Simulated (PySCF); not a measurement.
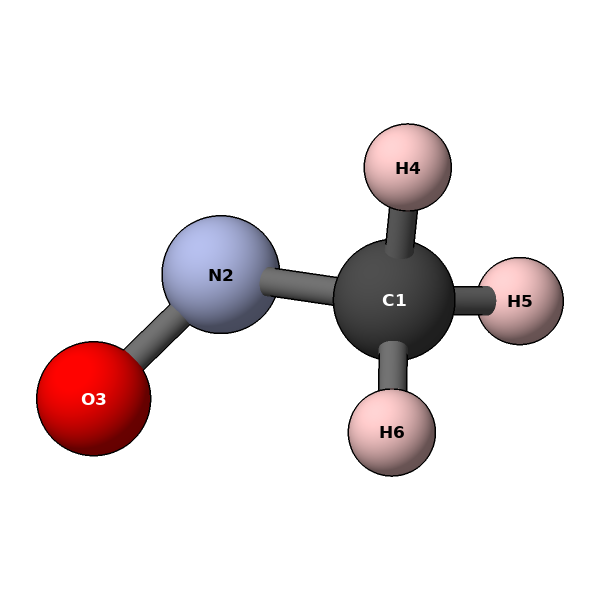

The computed structure is the end point of a GFN2-xTB optimisation. No frequency run is at hand to confirm it as a minimum. Level of theory: GIAO PBE0/pcSseg-1 NMR shielding, non-relativistic, gas phase (PySCF 2.14.0). Principal shieldings σ11 ≤ σ22 ≤ σ33, span Ω = σ33 − σ11, skew κ = 3(σiso − σ22)/Ω.

Give the shielding tensors of the C atoms.

```tsv
atom	σ11	σ22	σ33	σiso	Ω	κ
C1	−10.9	100.5	177.5	89.0	188.4	−0.18
```

Shieldings and span in ppm.
